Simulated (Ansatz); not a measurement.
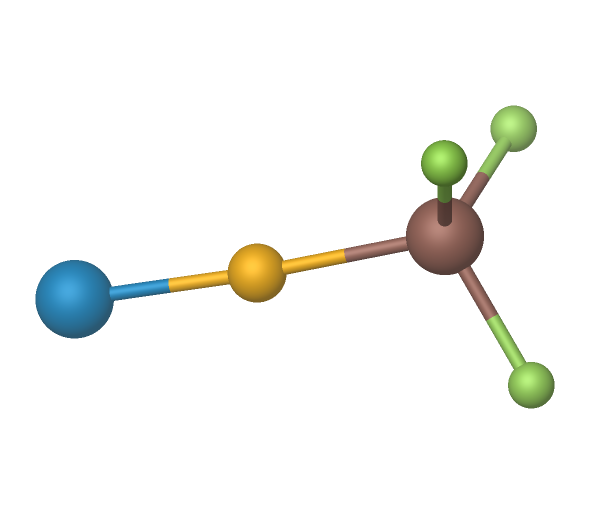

The picture comes from a calculation with Ansatz.

The picture shows a molecular structure as a ball-and-stick model. Every bond is drawn as one stick, whatever its order. Colours: oxygen orange, aluminium blue, germanium brown, hydrogen green.

What does the picture show?

The molecule is AlGeH3O. Coordination: 1 O linear; 1 Ge tetrahedral.
